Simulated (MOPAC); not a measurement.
# CH4AlClFN: frequency calculation (part 1 of 2)

System: CH4AlClFN, SMILES C[NH][Al]([F])[Cl].
Method: PM3, closed shell (MOPAC 23.2.5).

The geometry was optimised with PM3.

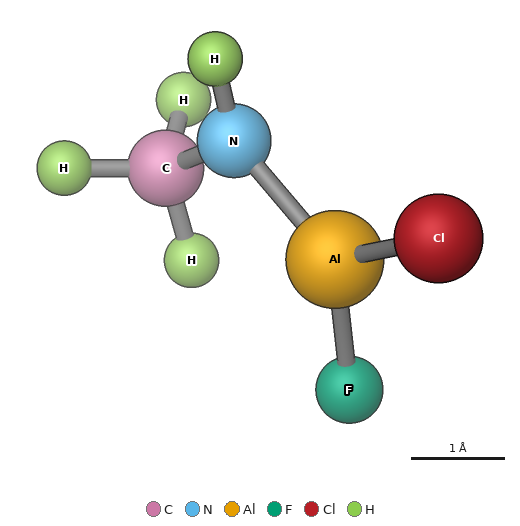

*The input geometry (ball-and-stick view, seen at a tilt). Sticks mark near contacts.*

### Input (mol.mop)
```
PM3 THERMO(298,398,100) FORCE AUX(PRECISION=9) THREADS=1
CH4AlClFN charge 0

C     -1.051735 +1    -0.453870 +1    -0.271440 +1
N      0.248077 +1     0.055204 +1    -0.660559 +1
Al     1.231554 +1     0.517301 +1     0.698174 +1
F      0.713244 +1     0.379734 +1     2.267052 +1
Cl     3.078252 +1     1.250967 +1     0.359529 +1
H     -1.212940 +1    -1.489585 +1    -0.615876 +1
H     -1.156493 +1    -0.444338 +1     0.824216 +1
H     -1.876444 +1     0.145332 +1    -0.693496 +1
H      0.409259 +1     0.075051 +1    -1.636988 +1
```

Machine: 1 thread of Arm Neoverse V1, 24 GiB of memory available, shared host.

Run as:
```bash
mopac mol.mop
```

### The program's output
```
MOPAC v23.2.5
PM3 CALCULATION RESULTS

 *  PM3        - The PM3 Hamiltonian to be used
 *  FORCE      - FORCE CALCULATION SPECIFIED
 *  THREADS=1  - MULTI-THREADING NOT USED
 *  AUX        - OUTPUT AUXILIARY INFORMATION
 *  THERMO     - THERMODYNAMIC QUANTITIES TO BE CALCULATED
PM3 THERMO(298,398,100) FORCE AUX(PRECISION=9) THREADS=1
 CH4AlClFN charge 0

   ATOM   CHEMICAL          X               Y               Z
  NUMBER   SYMBOL      (ANGSTROMS)     (ANGSTROMS)     (ANGSTROMS)

     1       C         -1.05173500  *  -0.45387000  *  -0.27144000  *
     2       N          0.24807700  *   0.05520400  *  -0.66055900  *
     3      Al          1.23155400  *   0.51730100  *   0.69817400  *
     4       F          0.71324400  *   0.37973400  *   2.26705200  *
     5      Cl          3.07825200  *   1.25096700  *   0.35952900  *
     6       H         -1.21294000  *  -1.48958500  *  -0.61587600  *
     7       H         -1.15649300  *  -0.44433800  *   0.82421600  *
     8       H         -1.87644400  *   0.14533200  *  -0.69349600  *
     9       H          0.40925900  *   0.07505100  *  -1.63698800  *

          CARTESIAN COORDINATES

    NO.       ATOM           X           Y           Z

     1         C         -1.0517     -0.4539     -0.2714
     2         N          0.2481      0.0552     -0.6606
     3        Al          1.2316      0.5173      0.6982
     4         F          0.7132      0.3797      2.2671
     5        Cl          3.0783      1.2510      0.3595
     6         H         -1.2129     -1.4896     -0.6159
     7         H         -1.1565     -0.4443      0.8242
     8         H         -1.8764      0.1453     -0.6935
     9         H          0.4093      0.0751     -1.6370

           Empirical Formula: C H4 N Al F Cl  =     9 atoms

      MOLECULAR POINT GROUP   :   Cs

      RHF CALCULATION, NO. OF DOUBLY OCCUPIED LEVELS = 15

          HEAT OF FORMATION =    -163.502505 KCALS/MOLE

          CARTESIAN COORDINATE DERIVATIVES

   NUMBER  ATOM         X            Y            Z

     1       C     -0.000289    -0.001854    -0.000731
     2       N      0.001577     0.000455    -0.002057
     3      Al     -0.000848    -0.001057     0.000479
     4       F      0.001342    -0.001279     0.002310
     5      Cl     -0.000900     0.000230    -0.001302
     6       H     -0.001875     0.000784     0.000884
     7       H     -0.000683     0.000458    -0.002585
     8       H      0.002015     0.000433     0.002224
     9       H     -0.000339     0.001830     0.000778

 DIPOLE           X         Y         Z       TOTAL
 POINT-CHG.    -2.454    -2.322     0.000     3.379
 HYBRID        -0.517    -0.877     0.000     1.018
 SUM           -2.971    -3.199     0.000     4.366

          GRADIENT NORM =   0.00706

          MOLECULAR WEIGHT =  111.48

          ROTATIONAL CONSTANTS IN CM(-1)

          A =    0.18028120   B =    0.06348206   C =    0.04736446

           PRINCIPAL MOMENTS OF INERTIA IN UNITS OF 10**(-40)*GRAM-CM**2

          A =      155.2727   B =      440.9553   C =      591.0075

          ORIENTATION OF MOLECULE IN FORCE CALCULATION

    NO.       ATOM         X         Y         Z

     1          C      -2.2213   -1.4612    0.0001
     2          N      -0.7721   -1.4612    0.0001
     3         Al      -0.0925    0.1404    0.0001
     4          F      -1.0270    1.5100    0.0004
     5         Cl       1.9125    0.3480   -0.0003
     6          H      -2.6372   -1.9747    0.8836
     7          H      -2.6061   -0.4299   -0.0009
     8          H      -2.6372   -1.9763   -0.8825
     9          H      -0.3584   -2.3604    0.0002

    FIRST DERIVATIVES WILL BE USED IN THE CALCULATION OF SECOND DERIVATIVES

          ESTIMATED TIME TO COMPLETE CALCULATION =        0.42 SECONDS

    FOR POINT-GROUP Cs   THERE ARE   2 UNIQUE SYMMETRY FUNCTIONS.

 STEP:   1 TIME =     0.00 SECS, INTEGRAL =      0.00 TIME LEFT: 172799.99
 STEP:   2 TIME =     0.01 SECS, INTEGRAL =      0.01 TIME LEFT: 172799.98
 STEP:   3 TIME =     0.00 SECS, INTEGRAL =      0.01 TIME LEFT: 172799.98
 STEP:   4 TIME =     0.01 SECS, INTEGRAL =      0.02 TIME LEFT: 172799.98
 STEP:   5 TIME =     0.00 SECS, INTEGRAL =      0.02 TIME LEFT: 172799.98
 STEP:   6 TIME =     0.00 SECS, INTEGRAL =      0.02 TIME LEFT: 172799.98
 STEP:   7 TIME =     0.01 SECS, INTEGRAL =      0.02 TIME LEFT: 172799.97
 STEP:   8 TIME =     0.00 SECS, INTEGRAL =      0.02 TIME LEFT: 172799.97
 STEP:   9 TIME =     0.01 SECS, INTEGRAL =      0.03 TIME LEFT: 172799.96
 STEP:  10 TIME =     0.00 SECS, INTEGRAL =      0.03 TIME LEFT: 172799.96
 STEP:  11 TIME =     0.01 SECS, INTEGRAL =      0.04 TIME LEFT: 172799.95
 STEP:  12 TIME =     0.00 SECS, INTEGRAL =      0.04 TIME LEFT: 172799.95
 STEP:  13 TIME =     0.00 SECS, INTEGRAL =      0.04 TIME LEFT: 172799.95
 STEP:  14 TIME =     0.01 SECS, INTEGRAL =      0.05 TIME LEFT: 172799.95
 STEP:  15 TIME =     0.00 SECS, INTEGRAL =      0.05 TIME LEFT: 172799.95
 STEP:  16 TIME =     0.00 SECS, INTEGRAL =      0.05 TIME LEFT: 172799.95
 STEP:  17 TIME =     0.01 SECS, INTEGRAL =      0.05 TIME LEFT: 172799.94
 STEP:  18 TIME =     0.00 SECS, INTEGRAL =      0.05 TIME LEFT: 172799.94
 STEP:  19 TIME =     0.00 SECS, INTEGRAL =      0.05 TIME LEFT: 172799.94
 STEP:  20 TIME =     0.01 SECS, INTEGRAL =      0.06 TIME LEFT: 172799.93
 STEP:  21 TIME =     0.00 SECS, INTEGRAL =      0.06 TIME LEFT: 172799.93
 STEP:  22                       INTEGRAL =      0.06 TIME LEFT: 172799.93
 STEP:  23                       INTEGRAL =      0.06 TIME LEFT: 172799.93
 STEP:  24                       INTEGRAL =      0.06 TIME LEFT: 172799.93
 STEP:  25 TIME =     0.00 SECS, INTEGRAL =      0.06 TIME LEFT: 172799.93
 STEP:  26 TIME =     0.01 SECS, INTEGRAL =      0.07 TIME LEFT: 172799.92
 STEP:  27 TIME =     0.00 SECS, INTEGRAL =      0.07 TIME LEFT: 172799.92

(To convert to Hartree/Bohr^2, multiply by (10^(-21) x N x a0^2)/(4.184 x 627.51) =  0.0642)

           FORCE MATRIX IN MILLIDYNES/ANGSTROM

                  C  1       N  2      Al  3       F  4      Cl  5       H  6
 ------------------------------------------------------------------------------
     C    1  14.805456
     N    2   5.536278  13.588823
    Al    3   0.948969   4.485040   9.686451
     F    4   0.043530   0.205474   5.864553   6.136552
    Cl    5   0.038229   0.194695   0.515678   0.161780   0.773431
     H    6   4.550503   0.427976   0.026450   0.006004   0.004663   5.217772
     H    7   4.673433   0.420964   0.345746   0.086811   0.005977   0.530843
     H    8   4.550757   0.427052   0.027085   0.006045   0.005029   0.577412
     H    9   0.489726   6.468710   0.437620   0.052575   0.016250   0.041707

                  H  7       H  8       H  9
 ------------------------------------------
     H    7   5.328190
     H    8   0.531105   5.217772
     H    9   0.068563   0.041797   6.898735

          HEAT OF FORMATION =    -163.502505 KCALS/MOLE

          ZERO POINT ENERGY      36.280 KCAL/MOL

           NORMAL COORDINATE ANALYSIS (Total motion = 1 Angstrom)

   Root No.       1         2         3         4         5         6         7         8

                 1 A"      1 A'      2 A"      2 A'      3 A"      3 A'      4 A'      4 A"

                 106.5     118.0     148.9     183.9     211.6     246.7     454.9     551.2

           1    0.0000   -0.0766   -0.0000    0.0260    0.0000   -0.0702   -0.0632    0.0000
           2   -0.0000    0.0612    0.0000   -0.1104   -0.0000   -0.1148   -0.1034   -0.0000
           3    0.0944    0.0000   -0.0082   -0.0000    0.0187   -0.0000   -0.0000    0.0082
           4   -0.0000   -0.0737    0.0000    0.0236   -0.0000   -0.0719   -0.0815   -0.0000
           5    0.0000   -0.0455   -0.0000   -0.0483    0.0000   -0.0162    0.0975    0.0000
           6   -0.0847    0.0000    0.0232   -0.0000   -0.1370    0.0000    0.0000   -0.0803
           7   -0.0000    0.0283    0.0000   -0.0362    0.0000   -0.1054    0.0813    0.0000
           8    0.0000   -0.0882   -0.0000   -0.0236   -0.0000   -0.0034    0.0277   -0.0000
           9   -0.0503   -0.0000    0.0204    0.0000    0.1628    0.0000   -0.0000    0.0032
          10   -0.0000    0.0677   -0.0000    0.1957   -0.0000    0.0060    0.0138    0.0000
          11    0.0000   -0.0608    0.0000    0.1315    0.0000    0.0711   -0.0295   -0.0000
          12   -0.0115   -0.0000   -0.0234   -0.0000   -0.0925    0.0000   -0.0000    0.0089
          13    0.0000    0.0081   -0.0000   -0.1000   -0.0000    0.1349   -0.0125   -0.0000
          14   -0.0000    0.0916   -0.0000    0.0152    0.0000    0.0212    0.0003    0.0000
          15    0.0377    0.0000   -0.0079    0.0000   -0.0264   -0.0000    0.0000   -0.0011
          16    0.1114   -0.1129   -0.0198    0.0429    0.0965   -0.0396    0.0018    0.0116
          17   -0.0757    0.0903   -0.2577   -0.1239    0.0798   -0.1404   -0.1597   -0.0367
          18    0.1030   -0.0001   -0.1675   -0.0002    0.1109   -0.0005   -0.0014   -0.0079
          19    0.0000   -0.0093    0.0001    0.0074   -0.0000   -0.1091   -0.1142    0.0000
          20   -0.0000    0.0863   -0.0000   -0.1160    0.0000   -0.1298   -0.1301   -0.0000
          21    0.2332    0.0000    0.2913   -0.0000   -0.0375    0.0000    0.0000    0.0513
          22   -0.1114   -0.1129    0.0198    0.0429   -0.0965   -0.0396    0.0018   -0.0116
          23    0.0757    0.0903    0.2577   -0.1239   -0.0798   -0.1404   -0.1597    0.0367
          24    0.1030    0.0001   -0.1674    0.0001    0.1109    0.0004    0.0014   -0.0079
          25   -0.0000   -0.1445   -0.0000    0.0685   -0.0000   -0.0147   -0.0023    0.0001
          26    0.0000   -0.0775    0.0000   -0.0286    0.0000    0.0086    0.1283   -0.0001
          27   -0.1491    0.0000   -0.0097   -0.0000   -0.1907   -0.0000    0.0000    0.7684

   Root No.       9        10        11        12        13        14        15        16

                 5 A'      5 A"      6 A'      7 A'      8 A'      9 A'      6 A"     10 A'

                 829.6     998.1    1007.0    1099.3    1211.0    1297.8    1360.3    1405.4

           1    0.0413   -0.0000   -0.0332   -0.0041   -0.0993   -0.0157   -0.0000   -0.0480
           2    0.0390    0.0000   -0.0338   -0.0284    0.0365    0.0296    0.0000   -0.0454
           3   -0.0000   -0.0696    0.0000   -0.0000    0.0000    0.0000   -0.0445    0.0000
           4    0.0150    0.0000    0.0188    0.0118    0.0933   -0.0565   -0.0000    0.0295
           5    0.1264   -0.0000   -0.0494    0.0389   -0.0104   -0.0539    0.0000    0.0079
           6    0.0000    0.0340   -0.0000    0.0000   -0.0000    0.0000   -0.0012   -0.0000
           7   -0.0780   -0.0000   -0.0287   -0.0001    0.0074    0.0043    0.0000    0.0012
           8   -0.0245   -0.0000    0.0954   -0.0338   -0.0057    0.0122    0.0000   -0.0007
           9    0.0000    0.0003    0.0000   -0.0000   -0.0000    0.0000    0.0002   -0.0000
          10    0.0581   -0.0000    0.0583   -0.0121   -0.0020    0.0020    0.0000   -0.0001
          11   -0.0858   -0.0000   -0.0881    0.0154    0.0054   -0.0035    0.0000    0.0009
          12   -0.0000    0.0006   -0.0000    0.0000   -0.0000   -0.0000    0.0001   -0.0000
          13    0.0004   -0.0000    0.0003   -0.0001   -0.0006    0.0001    0.0000   -0.0001
          14    0.0002    0.0000   -0.0001    0.0002   -0.0003    0.0002   -0.0000   -0.0001
          15    0.0000   -0.0002   -0.0000   -0.0000    0.0000    0.0000   -0.0000    0.0000
          16    0.1617    0.3609   -0.2150   -0.1628   -0.0522    0.2012   -0.1274    0.1390
          17   -0.0412   -0.0006    0.0897    0.1045   -0.1038   -0.0225    0.2224    0.2540
          18    0.0064    0.1001   -0.0085    0.0037   -0.0515    0.0513    0.0565    0.2320
          19   -0.1250    0.0000    0.1324    0.1718   -0.3365    0.0421    0.0001   -0.0805
          20   -0.0233   -0.0000    0.0334    0.0445   -0.0503    0.0441   -0.0001   -0.0388
          21    0.0000    0.1040   -0.0000   -0.0000    0.0000   -0.0000    0.4274    0.0000
          22    0.1617   -0.3609   -0.2150   -0.1628   -0.0522    0.2012    0.1274    0.1389
          23   -0.0412    0.0005    0.0897    0.1045   -0.1038   -0.0224   -0.2224    0.2541
          24   -0.0065    0.1003    0.0086   -0.0036    0.0515   -0.0514    0.0564   -0.2319
          25    0.0780    0.0000    0.0907    0.2730    0.1882    0.3707   -0.0000   -0.0615
          26    0.1498   -0.0000   -0.0126    0.1522    0.0288    0.1290   -0.0000   -0.0326
          27    0.0000    0.0422   -0.0000   -0.0000   -0.0000   -0.0000    0.0016    0.0000

   Root No.      17        18        19        20        21

                11 A'      7 A"     12 A'     13 A'     14 A'

                1495.6    3002.9    3031.4    3111.7    3506.3

           1   -0.0793   -0.0000   -0.0023    0.0247   -0.0012
           2    0.0004    0.0000   -0.0520   -0.0032   -0.0002
           3    0.0000   -0.0582   -0.0000    0.0000   -0.0000
           4    0.0407   -0.0000   -0.0002   -0.0002    0.0258
           5    0.0196    0.0000    0.0008   -0.0003   -0.0593
           6   -0.0000    0.0001    0.0000    0.0000   -0.0000
           7   -0.0050    0.0000    0.0004    0.0001    0.0003
           8   -0.0035    0.0000    0.0002    0.0000   -0.0007
           9    0.0000   -0.0000   -0.0000   -0.0000    0.0000
          10   -0.0005    0.0000   -0.0001   -0.0000    0.0000
          11   -0.0012    0.0000   -0.0001   -0.0001    0.0001
          12   -0.0000    0.0000   -0.0000   -0.0000    0.0000
          13   -0.0000    0.0000    0.0000   -0.0000   -0.0000
          14   -0.0001   -0.0000   -0.0000    0.0000   -0.0000
          15   -0.0000   -0.0000    0.0000    0.0000   -0.0000
          16    0.1155   -0.1633    0.0860   -0.0954    0.0058
          17   -0.1288   -0.2270    0.0974   -0.1474    0.0016
          18   -0.0018    0.3607   -0.2134    0.2563   -0.0049
          19    0.3908   -0.0000   -0.1466   -0.0997   -0.0024
          20    0.1426    0.0000    0.4149    0.3340   -0.0002
          21   -0.0000   -0.0287    0.0001    0.0001    0.0000
          22    0.1155    0.1634    0.0861   -0.0955    0.0058
          23   -0.1288    0.2270    0.0974   -0.1473    0.0016
          24    0.0018    0.3607    0.2134   -0.2563    0.0049
          25   -0.0976   -0.0000   -0.0041   -0.0009   -0.3621
          26   -0.0415    0.0000   -0.0054    0.0045    0.8407
          27    0.0000    0.0002    0.0000    0.0000    0.0002

           MASS-WEIGHTED COORDINATE ANALYSIS (NORMAL COORDINATES)

   Root No.       1         2         3         4         5         6         7         8

                 1 A"      1 A'      2 A"      2 A'      3 A"      3 A'      4 A'      4 A"

                 106.5     118.0     148.9     183.9     211.6     246.7     454.9     551.2

           1    0.0001   -0.2673   -0.0000    0.0688    0.0000   -0.2038   -0.2572    0.0000
           2   -0.0001    0.2136    0.0000   -0.2919   -0.0000   -0.3335   -0.4206   -0.0000
           3    0.4803    0.0001   -0.0510   -0.0001    0.0576   -0.0000   -0.0000    0.0342
           4   -0.0001   -0.2778    0.0000    0.0674   -0.0001   -0.2256   -0.3579   -0.0001
           5    0.0001   -0.1714   -0.0000   -0.1380    0.0001   -0.0508    0.4285    0.0000
           6   -0.4655    0.0001    0.1563   -0.0000   -0.4560    0.0000    0.0001   -0.3607
           7   -0.0001    0.1478    0.0000   -0.1435    0.0001   -0.4586    0.4959    0.0000
           8    0.0000   -0.4616   -0.0000   -0.0936   -0.0001   -0.0147    0.1691   -0.0000
           9   -0.3838   -0.0001    0.1910    0.0000    0.7522    0.0001   -0.0001    0.0197
          10   -0.0000    0.2971   -0.0000    0.6507   -0.0001    0.0218    0.0708    0.0000
          11    0.0000   -0.2671    0.0000    0.4372    0.0000    0.2598   -0.1508   -0.0000
          12   -0.0736   -0.0001   -0.1833   -0.0001   -0.3586    0.0001   -0.0000    0.0468
          13    0.0001    0.0485   -0.0000   -0.4544   -0.0000    0.6734   -0.0874   -0.0000
          14   -0.0000    0.5492   -0.0000    0.0690    0.0000    0.1057    0.0022    0.0000
          15    0.3296    0.0001   -0.0847    0.0001   -0.1396   -0.0001    0.0000   -0.0080
          16    0.1642   -0.1141   -0.0358    0.0329    0.0862   -0.0333    0.0022    0.0140
          17   -0.1116    0.0913   -0.4654   -0.0949    0.0713   -0.1181   -0.1882   -0.0442
          18    0.1518   -0.0001   -0.3025   -0.0001    0.0990   -0.0004   -0.0017   -0.0096
          19    0.0001   -0.0094    0.0001    0.0057   -0.0000   -0.0918   -0.1346    0.0000
          20   -0.0000    0.0872   -0.0001   -0.0888    0.0000   -0.1092   -0.1534   -0.0000
          21    0.3437    0.0000    0.5260   -0.0000   -0.0335    0.0000    0.0000    0.0618
          22   -0.1642   -0.1141    0.0357    0.0329   -0.0862   -0.0333    0.0022   -0.0140
          23    0.1116    0.0913    0.4655   -0.0949   -0.0713   -0.1181   -0.1882    0.0442
          24    0.1518    0.0001   -0.3024    0.0001    0.0990    0.0004    0.0016   -0.0095
          25   -0.0000   -0.1461   -0.0000    0.0524   -0.0000   -0.0124   -0.0027    0.0002
          26    0.0000   -0.0784    0.0000   -0.0219    0.0000    0.0072    0.1512   -0.0001
          27   -0.2197    0.0000   -0.0175   -0.0000   -0.1704   -0.0000    0.0000    0.9262

   Root No.       9        10        11        12        13        14        15        16

                 5 A'      5 A"      6 A'      7 A'      8 A'      9 A'      6 A"     10 A'

                 829.6     998.1    1007.0    1099.3    1211.0    1297.8    1360.3    1405.4
```
